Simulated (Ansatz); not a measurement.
The figure comes from a scan of Cu₃Au (Cu3Au type): the cell is scaled evenly about its relaxed volume V₀. Level of theory: PBE (plane waves to 420 eV, PAW, scalar-relativistic; Ansatz, a program for electronic structure). k mesh 12×12×12 (Γ-centred), Fermi-Dirac smearing 0.05 eV. Energies are smeared free energies. Cu3Au is run without spin polarisation. Cu3Au was relaxed with its symmetry unable to fall. Spin-orbit coupling is left out, though Au is heavy. The zero of ΔE is the relaxed starting cell.

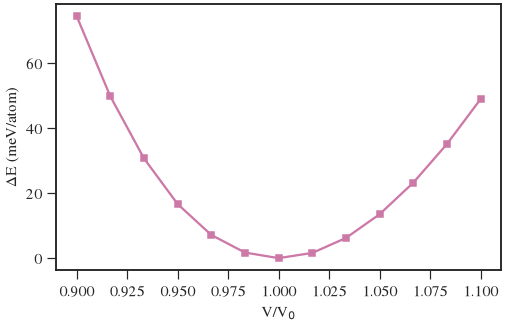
Fig. 1. ΔE (meV/atom) against V/V₀; computed points joined by lines.

Problem. Turn the plot into a table (rounded to what can be read).

Solution. To the nearest 1:

| V/V₀ | ΔE (meV/atom) |
|---|---|
| 0.900 | 75 |
| 0.917 | 50 |
| 0.933 | 31 |
| 0.950 | 17 |
| 0.967 | 7 |
| 0.983 | 2 |
| 1.000 | 0 |
| 1.017 | 2 |
| 1.033 | 6 |
| 1.050 | 14 |
| 1.067 | 23 |
| 1.083 | 35 |
| 1.100 | 49 |

(A scan under strain: stresses follow from slopes of the energy per volume, elastic moduli from its curvatures.)
